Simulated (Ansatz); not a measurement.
The relaxed structure here is a generated cell of CsSnI3: the first start was made by a random draw of sites in a space group, and the end was not matched to a known phase here, so it may be hypothetical. Known forms of CsSnI3 include space group No. 62, 221.

One stationary structure of CsSnI3. All values below come from PBEsol (plane waves to 420 eV, PAW, scalar-relativistic; Ansatz, an electronic-structure program).

```cif
data_Cs2I6Sn2
_chemical_formula_sum 'Cs2 I6 Sn2'
_space_group_name_H-M_alt 'P1'
_space_group_IT_number 1
_space_group_name_Hall 'P 1'
_cell_length_a 4.58356
_cell_length_b 9.82568
_cell_length_c 10.55401
_cell_angle_alpha 111.590
_cell_angle_beta 100.491
_cell_angle_gamma 92.175
loop_
_atom_site_label
_atom_site_type_symbol
_atom_site_symmetry_multiplicity
_atom_site_Wyckoff_symbol
_atom_site_fract_x
_atom_site_fract_y
_atom_site_fract_z
_atom_site_occupancy
Cs1 Cs 1 a 0.92047 0.17275 0.65608 1
Cs2 Cs 1 a 0.77732 0.56077 0.41565 1
I1 I 1 a 0.47721 0.52724 0.75358 1
I2 I 1 a 0.07564 0.95138 0.90502 1
I3 I 1 a 0.07049 0.39964 0.07100 1
I4 I 1 a 0.68644 0.83352 0.19230 1
I5 I 1 a 0.27685 0.21051 0.35778 1
I6 I 1 a 0.35662 0.86574 0.54874 1
Sn1 Sn 1 a 0.72342 0.10725 0.12019 1
Sn2 Sn 1 a 0.06917 0.66086 0.97746 1
```

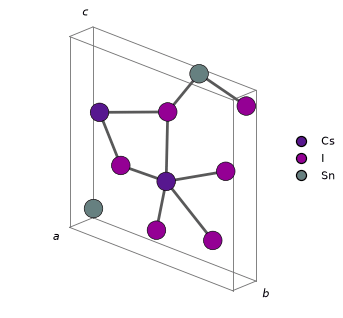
The conventional cell of the relaxed structure

For CsSnI3, the volume per atom comes out as 43.17 Å³ and the density is 4.86 g/cm³. The band gap comes out as 1.83 eV, direct within 0.03 eV (at X) (no spin-orbit coupling). The smallest direct gap is 1.84 eV at X. The shortest distances comes out as I–Sn 3.01 Å; Cs–I 3.59 Å and the k-mesh is 8×4×4.

Band energies at high-symmetry points (eV from the VBM; labels of this space group; no spin-orbit coupling), from −5 eV up to 5.9 eV:

```
point                                                                                                                                                                      energies
-----  ----------------------------------------------------------------------------------------------------------------------------------------------------------------------------
Γ       -3.04 -2.91 -2.53 -2.43 -2.09 -1.95 -1.82 -1.51 -1.42 -1.33 -1.29 -1.18 -1.12 -0.82 -0.54 -0.45 -0.07 0.00 2.19 2.37 2.64 2.90 3.24 3.57 3.88 4.71 4.98 5.06 5.30 5.55 5.71
X           -3.62 -2.45 -2.38 -2.36 -2.07 -1.96 -1.87 -1.76 -1.46 -1.37 -1.26 -1.00 -0.93 -0.72 -0.55 -0.22 -0.06 -0.01 1.83 2.01 2.45 2.82 3.12 3.90 4.23 4.59 4.70 5.17 5.29 5.39
Y           -3.60 -3.58 -3.00 -2.88 -2.48 -2.37 -1.88 -1.83 -1.77 -1.69 -1.41 -1.34 -1.20 -0.93 -0.69 -0.64 -0.44 -0.16 2.31 3.02 3.11 3.37 3.51 3.78 4.72 5.04 5.32 5.47 5.64 5.85
Z           -3.08 -2.79 -2.44 -2.38 -2.27 -1.82 -1.73 -1.65 -1.53 -1.42 -1.38 -1.11 -1.02 -0.74 -0.59 -0.46 -0.09 -0.07 2.01 2.45 2.69 3.01 3.22 3.61 4.00 4.68 4.82 5.22 5.49 5.70
R2          -3.57 -3.55 -3.20 -2.85 -2.62 -2.25 -1.93 -1.91 -1.85 -1.60 -1.36 -1.26 -1.15 -1.03 -0.71 -0.49 -0.41 -0.05 2.50 2.78 3.09 3.37 3.47 3.87 4.71 5.19 5.38 5.54 5.67 5.81
T2               -3.57 -3.55 -3.05 -2.87 -2.57 -2.35 -1.96 -1.81 -1.77 -1.64 -1.36 -1.31 -1.22 -0.91 -0.69 -0.62 -0.48 -0.08 2.25 2.96 3.11 3.40 3.56 3.73 4.65 5.09 5.38 5.47 5.60
U2     -3.63 -2.70 -2.42 -2.22 -1.98 -1.88 -1.68 -1.64 -1.52 -1.33 -1.26 -1.03 -1.01 -0.76 -0.67 -0.36 -0.09 -0.07 1.88 2.08 2.51 2.75 3.23 3.95 4.14 4.78 5.00 5.34 5.51 5.67 5.83
V2           -3.58 -3.48 -3.22 -2.90 -2.62 -2.22 -1.96 -1.93 -1.82 -1.60 -1.40 -1.28 -1.14 -0.95 -0.70 -0.58 -0.39 0.00 2.43 2.91 3.00 3.31 3.63 3.81 4.56 5.19 5.42 5.51 5.69 5.79
```

No spin polarisation in the result. Spin-orbit coupling is missing; with elements this heavy it can move band edges by tenths of an eV or more.

It was reached from a disturbed copy of a Amm2 (No. 38) cell, against which it lies -213 meV/atom.
